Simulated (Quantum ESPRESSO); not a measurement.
# Voltage at the next charge: Ir(111), 4 layers, one monolayer of Na on fcc sites against an electrode

Method. Quantum ESPRESSO 7.5, PBE, GBRV ultrasoft; ESM with bc3, a metal electrode 6.01 Å above the top atoms; cell area 6.385 Å²; ions fixed. V is the potential energy of an electron at the electrode over the slab's Fermi level, divided by e, so that it equals the work function at zero charge; positive charge removes electrons.

```tsv
charge (e a cell)	V (V)
0	3.759
0.0096	4.781
0.0192	5.828
```

To predict: What is V at a charge of 0.0383 e, and what capacitance do the rows imply?

**Fit.** The last two rows give dV/dq = (5.828 − 4.781)/(0.0192 − 0.0096) = 109.1 V/e, so C = 1602/(6.385 × 109.1) = 2.30 µF/cm², an effective gap of 8.854/2.30 = 3.85 Å. At constant C, V = 5.828 + 109.1 × 0.0191 = 7.91 V.

**Check.** V = 7.978 V; the estimate misses by −0.07 V, 3.1 % of the step. Over the three intervals C goes 2.36, 2.30 and 2.23 µF/cm²: it falls as electrons leave, the surface charge drawing back towards the atoms.

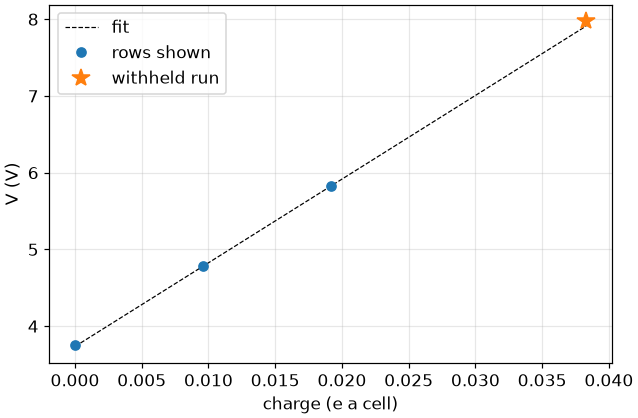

The rows shown, the fit and the withheld run.

**Limits.** Vacuum fills the gap; a dielectric or electrolyte would change C. The slab is thin.

[Logs are printed without paths, hosts, clocks, repeated set-up lines and the standing remarks that a program may print on its own settings, such as how far it seeks lower states.]
